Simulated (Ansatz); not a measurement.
An ideal cubic perovskite cell is held by its symmetry; such compounds can tilt or shift off centre at room temperature. The starting structures come from a database of crystals and need not be the phases stable at ambient conditions.

 Where the default PAW files enter, the runs use the earlier of Ansatz's two default sets.

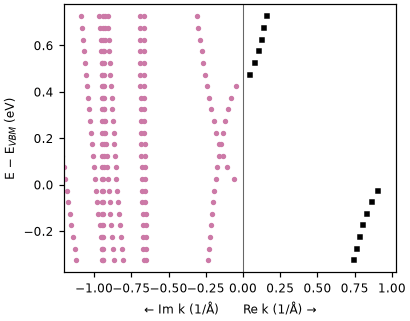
Fig. 1. Complex bands at the centre of the two-dimensional zone; PBEsol (Ansatz, a program for electronic structure)

The gap is the functional's own, uncorrected, and κ follows it; spin-orbit coupling is left out. Mid-gap values are interpolated between the computed energies.

This is RbHgF$_{3}$ (Pm-3m, cubic perovskite, not sure to be the ambient phase, 5 atoms a cell, 19.3 Å³ an atom, -2 GPa at this level) along the normal of (110). Read off the slowest decay at the centre of the two-dimensional zone at 0.23 eV, the computed energy nearest the middle of the gap.

κ ≈ 0.14 1/Å, a decay length 1/(2κ) of the density of 3.7 Å.
